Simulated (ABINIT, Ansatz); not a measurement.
# CsSnI3 (Pm-3m): bands and cutoff in G0W0 with ABINIT, part 2 of 2

What does each rung of G0W0 on CsSnI3 (Pm-3m) cost, and what does it buy?

ABINIT 10.8.3; PBE and many-body steps on it, plane waves. Known limits of the many-body steps: not at the basis limit; screening runs away on this mesh; no spin-orbit coupling; coarse k mesh.

So far. Step 3 (Screening, 2×2×2 mesh, 91 bands, screening to 76.2 eV): Local fields lower ε∞ by 22 %. The value itself is an artefact of the mesh, where one narrow direct gap carries too much weight. Step 4 (91 bands, 76.2 eV): The gap on the mesh goes from 0.48 eV to 0.93 eV, a correction of +0.45 eV.

### 6. 179 bands, 141.5 eV

This step: G0W0 on PBE, plane waves, norm-conserving pseudopotentials.

File run.abi:

```
acell 3*1.0 Angstrom
rprim 
  6.286228000000 0.000000000000 0.000000000000
  0.000000000000 6.286228000000 0.000000000000
  0.000000000000 0.000000000000 6.286228000000
ntypat 3
znucl 55 50 53
natom 5
typat 1 2 3 3 3
xred 
  0.500000000000 0.500000000000 0.500000000000
  0.000000000000 0.000000000000 0.000000000000
  0.500000000000 0.000000000000 0.000000000000
  0.000000000000 0.000000000000 0.500000000000
  0.000000000000 0.500000000000 0.000000000000
pp_dirpath "pseudos"
pseudos "Cs.upf, Sn.upf, I.upf"
ecut 38
ngkpt 2 2 2
nshiftk 1
shiftk 0 0 0
kptopt 1
chksymbreak 0
istwfk *1
occopt 1
irdwfk 1
optdriver 4
nband 179
gwcalctyp 0
ecutsigx 38
symsigma 1
nkptgw 2
kptgw 
  0.5000000000 0.5000000000 0.5000000000
  0.0000000000 0.0000000000 0.0000000000
bdgw 
  50 56
  51 56
ecuteps 5.2
irdscr 1
ppmodel 1
indata_prefix "in"
outdata_prefix "out"
tmpdata_prefix "tmp"
```

Command:

```sh
$ OMP_NUM_THREADS=1 mpirun -n 8 abinit run.abi > log
```

Numbers of over 12 decimals in the logs are rounded to 6 here.

What it wrote:

```text
.Version 10.8.3 of ABINIT. v10.8.2 released Aug 2026.

 Symmetries : space group Pm -3 m (#221); Bravais cP (primitive cubic)
[... echo of the input left out ...]
== DATASET  1 ==================================================================
-   mpi_nproc: 8, omp_nthreads: 1 (-1 if OMP is not activated)

--- !DatasetInfo
iteration_state: {dtset: 1, }
dimensions: {natom: 5, nkpt: 4, mband: 179, nsppol: 1, nspinor: 1, nspden: 1, mpw: 18805, }
cutoff_energies: {ecut:  38.0, pawecutdg:  -1.0, }
electrons: {nelect:   1.06000000E+02, charge:   0.00000000E+00, occopt:   1.00000000E+00, tsmear:   1.00000000E-02, }

 SIGMA: Calculation of the GW corrections

 Based on a program developped by R.W. Godby, V. Olevano, G. Onida, and L. Reining.
 Incorporated in ABINIT by V. Olevano, G.-M. Rignanese, and M. Torrent.
.Using double precision arithmetic ; gwpc =  8

[... cell and pseudopotentials left out ...]
--------------------------------------------------------------------------------

 ==== K-mesh for the wavefunctions ====
 Number of points in the irreducible wedge :     4
[... list of points left out ...]
 Together with 48 symmetry operations and time-reversal symmetry
 yields     8 points in the full Brillouin Zone.

 ==== Q-mesh for screening function ====
 Number of points in the irreducible wedge :     4
[... list of points left out ...]
 Together with 48 symmetry operations and time-reversal symmetry
 yields     8 points in the full Brillouin Zone.

 vcoul_init : cutoff-mode = AUXILIARY_FUNCTION
 q-points for optical limit:   1
     1)      0.000010    0.000020    0.000030
 setmesh: FFT mesh size selected  =    72x   72x   72
          total number of points  =       373248

 Number of electrons calculated from density =  106.0000; Expected =  106.0000
[...]
number of omega for Sigma on real axis              0
 max omega for Sigma on real axis  [eV]           0.00
 zcut for avoiding poles [eV]                     0.10

 EPSILON^-1 parameters (SCR file):
 dimension of the eps^-1 matrix on file            949
 dimension of the eps^-1 matrix used               949
 number of plane-waves for wavefunctions         18805
 number of bands                                   179
 number of q-points in IBZ                           4
 number of frequencies                               2
 number of real frequencies                          1
 number of imag frequencies                          1

 matrix elements of self-energy operator (all in [eV])

 Perturbative Calculation

--- !SelfEnergy_ee
iteration_state: {dtset: 1, }
kpoint     : [   0.500,    0.500,    0.500, ]
spin       : 1
KS_gap     :    0.481
QP_gap     :    0.890
Delta_QP_KS:    0.408
data: !SigmaeeData |
     Band     E0 <VxcDFT>   SigX SigC(E0)      Z dSigC/dE  Sig(E)    E-E0       E
       50   1.957 -13.386 -16.194   2.500   0.782  -0.280 -13.626  -0.241   1.716
       51   1.957 -13.386 -16.194   2.500   0.782  -0.280 -13.626  -0.241   1.716
       52   1.957 -13.386 -16.194   2.500   0.782  -0.280 -13.626  -0.241   1.716
[...]
--- !SelfEnergy_ee
iteration_state: {dtset: 1, }
kpoint     : [   0.000,    0.000,    0.000, ]
spin       : 1
KS_gap     :    4.316
QP_gap     :    4.735
Delta_QP_KS:    0.418
data: !SigmaeeData |
     Band     E0 <VxcDFT>   SigX SigC(E0)      Z dSigC/dE  Sig(E)    E-E0       E
[...]
55   6.866  -6.273  -2.799  -3.143   0.831  -0.204  -5.998   0.276   7.141
       56   6.866  -6.273  -2.799  -3.143   0.831  -0.204  -5.998   0.276   7.141

== END DATASET(S) ==============================================================
================================================================================

 -outvars: echo values of variables after computation  --------
           etotal      0.0000000000E+00
            nband         179
             nkpt           4
          spgroup         221
 [... the other variables as echoed above ...]

 Calculation completed.
```

It took 53 s on 8 MPI ranks of Arm Neoverse V2, shared host; peak memory 5.8 GiB; 7.1 min of CPU time.

This step gave:

* G0W0 gap on the points computed: 0.8900 eV
* starting gap on the mesh: 0.4814 eV
* k of the valence top: 0.5, 0.5, 0.5
* k of the conduction bottom: 0.5, 0.5, 0.5
* Z at the valence top: 0.789
* Z at the conduction bottom: 0.794
* least direct G0W0 gap on the computed points: 0.8900 eV

Against G0W0 in ABINIT (2×2×2 mesh, 91 bands, screening to 76.2 eV, Godby-Needs plasmon pole), the gap moves by −0.045 eV.

### 7. Screening, 2×2×2 mesh, 361 bands, screening to 217.7 eV

This step: RPA screening on PBE, plane waves, norm-conserving pseudopotentials.

Edit run.abi of step 6 so:

```diff
@@ -26,17 +26,8 @@
 irdwfk 1
-optdriver 4
-nband 179
-gwcalctyp 0
-ecutsigx 38
-symsigma 1
-nkptgw 2
-kptgw 
-  0.5000000000 0.5000000000 0.5000000000
-  0.0000000000 0.0000000000 0.0000000000
-bdgw 
-  50 56
-  51 56
-ecuteps 5.2
-irdscr 1
-ppmodel 1
+optdriver 3
+nband 361
+ecuteps 8
+inclvkb 2
+awtr 1
+symchi 1
 indata_prefix "in"
```

What it wrote:

```text
.Version 10.8.3 of ABINIT. v10.8.2 released Aug 2026.

 Symmetries : space group Pm -3 m (#221); Bravais cP (primitive cubic)
[... echo of the input left out ...]
== DATASET  1 ==================================================================
-   mpi_nproc: 8, omp_nthreads: 1 (-1 if OMP is not activated)

--- !DatasetInfo
iteration_state: {dtset: 1, }
dimensions: {natom: 5, nkpt: 4, mband: 361, nsppol: 1, nspinor: 1, nspden: 1, mpw: 18805, }
cutoff_energies: {ecut:  38.0, pawecutdg:  -1.0, }
[...]
--------------------------------------------------------------------------------
[... chi0 elements left out ...]
 For q-point:  0.000010 0.000020 0.000030
  dielectric constant = 108.7140
  dielectric constant without local fields = 133.7275

  Average fulfillment of the sum rule on Im[epsilon] for q-point    1 :     63.49  [%]
[... wings left out ...]
  q-point number  2        q = ( 0.500000, 0.000000, 0.000000) [r.l.u.]
--------------------------------------------------------------------------------
[... chi0 elements left out ...]
  Average fulfillment of the sum rule on Im[epsilon] for q-point    2 :     67.62  [%]

 [... 2 further q-points ...]
```

Run time: 9.7 min. Hardware: 8 MPI ranks; peak memory 9.1 GiB.

This step gave:

| Property | Result |
| --- | --- |
| ε∞ with local fields, on this mesh, along the program's q direction | 108.7 |
| the same without local fields | 133.7 |
| plasma frequency | 24.26 eV |
| plane waves in the screening matrix | 1839 |

### 8. 361 bands, 217.7 eV

This step: G0W0 on PBE, plane waves, norm-conserving pseudopotentials.

Edit run.abi of step 7 so:

```diff
@@ -26,8 +26,18 @@
 irdwfk 1
-optdriver 3
+optdriver 4
 nband 361
+gwcalctyp 0
+ecutsigx 38
+symsigma 1
+nkptgw 2
+kptgw 
+  0.5000000000 0.5000000000 0.5000000000
+  0.0000000000 0.0000000000 0.0000000000
+bdgw 
+  50 56
+  51 56
 ecuteps 8
-inclvkb 2
-awtr 1
-symchi 1
+irdscr 1
+ppmodel 1
+gwmem 01
 indata_prefix "in"
```

What it wrote:

```text
.Version 10.8.3 of ABINIT. v10.8.2 released Aug 2026.

 Symmetries : space group Pm -3 m (#221); Bravais cP (primitive cubic)
[... echo of the input left out ...]
== DATASET  1 ==================================================================
-   mpi_nproc: 8, omp_nthreads: 1 (-1 if OMP is not activated)

--- !DatasetInfo
iteration_state: {dtset: 1, }
dimensions: {natom: 5, nkpt: 4, mband: 361, nsppol: 1, nspinor: 1, nspden: 1, mpw: 18805, }
cutoff_energies: {ecut:  38.0, pawecutdg:  -1.0, }
[...]
Band     E0 <VxcDFT>   SigX SigC(E0)      Z dSigC/dE  Sig(E)    E-E0       E
[...]
55   6.866  -6.273  -2.799  -3.355   0.830  -0.205  -6.174   0.099   6.965
       56   6.866  -6.273  -2.799  -3.355   0.830  -0.205  -6.174   0.099   6.965

== END DATASET(S) ==============================================================
================================================================================

 -outvars: echo values of variables after computation  --------
           etotal      0.0000000000E+00
            nband         361
             nkpt           4
          spgroup         221
 [... the other variables as echoed above ...]

 Calculation completed.
```

The job ended after 5.4 min (8 MPI ranks; peak memory 7.4 GiB).

This step gave:

| Item | Value |
| --- | --- |
| G0W0 gap on the points computed | 0.972 eV |
| starting gap on the mesh | 0.4814 eV |
| k of the valence top | 0.5, 0.5, 0.5 |
| k of the conduction bottom | 0.5, 0.5, 0.5 |
| least direct G0W0 gap on the computed points | 0.972 eV |

Against G0W0 in ABINIT (2×2×2 mesh, 179 bands, screening to 141.5 eV, Godby-Needs plasmon pole), the gap moves by +0.082 eV.

### 9. Side by side

Times are wall times on 8 MPI ranks of Arm Neoverse V2, shared host, good to a factor of about two. A run's time includes the screening step that it read.

| run | mesh | bands | screening cutoff (eV) | DFT gap (eV) | gap on the mesh (eV) | direct (eV) | ε∞ used | time |
| --- | --- | --- | --- | --- | --- | --- | --- | --- |
| 91 bands, 76.2 eV | 2×2×2 | 91 | 76.2 | 0.481 | 0.935 | 0.935 | 104.28 | 54 s |
| 179 bands, 141.5 eV | 2×2×2 | 179 | 141.5 | 0.481 | 0.890 | 0.890 | 106.82 | 3.4 min |
| 361 bands, 217.7 eV | 2×2×2 | 361 | 217.7 | 0.481 | 0.972 | 0.972 | 108.71 | 15 min |

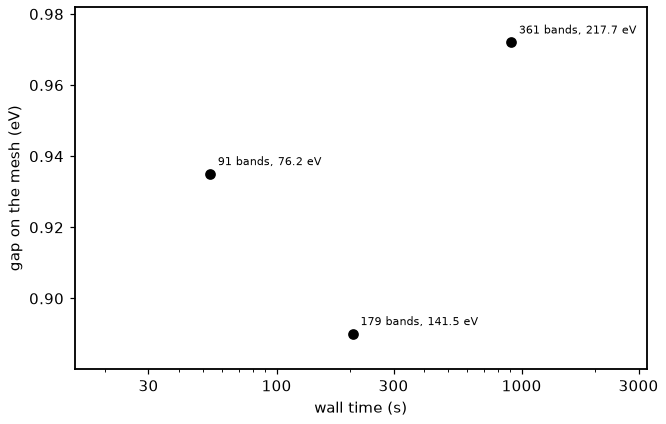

Result against wall time.

### 10. What came out

```json
{
 "91 bands, 76.2 eV": "0.935 eV",
 "179 bands, 141.5 eV": "0.890 eV",
 "361 bands, 217.7 eV": "0.972 eV",
 "known limits": "not at the basis limit; screening runs away on this mesh; no spin-orbit coupling; coarse k mesh"
}
```

What this shows: From the first rung to the last the gap moves by +0.04 eV for 17 times the time. The gap turns back along the series, so no limit is drawn from it. In the first G0W0 run levels were corrected at 2 k points alone, so a gap called «on the mesh» is the least over those, and an edge elsewhere would be missed. The 2×2×2 mesh is coarse for this cell, which bears on the long-range parts of exchange and screening. This is the ideal cubic cell; many perovskites, halides above all, are cubic only on average, and local tilts or off-centring can widen the gap. On this mesh the RPA ε∞ passes 90, more than nearly any semiconductor shows; a coarse mesh does this where one point with a narrow direct gap carries much weight. The screening is then too strong, and the G0W0 gap should not be taken as the material's. The many-body steps are scalar-relativistic: spin-orbit coupling is not in them.

[Paths, hosts, dates, memory and timing lines, banners, echoed tables and standing remarks are left out of the program output.]

[Logs are printed without paths, hosts, clocks, repeated set-up lines and the standing remarks that a program may print on its own settings, such as how far it seeks lower states.]

[Runs of the session that timed out or met a known fault of the program may be left out.]

[No measured gap is set beside runs whose start may be inverted or whose files or cutoffs have a known fault.]

[Hosts, paths, dates, database ids (printed as entryN), source tags and the programs' standing remarks are cut or masked in the printed files.]

[G0W0 gaps are taken among the corrected bands and points alone; a level outside them can change the order at an edge.]

[Where Ansatz stands beside ABINIT at settings called matched, ABINIT's density can come from a denser mesh and the files from another edition; pairs whose starting gaps differed by over 0.03 eV were left out, so agreement reads better than it is.]
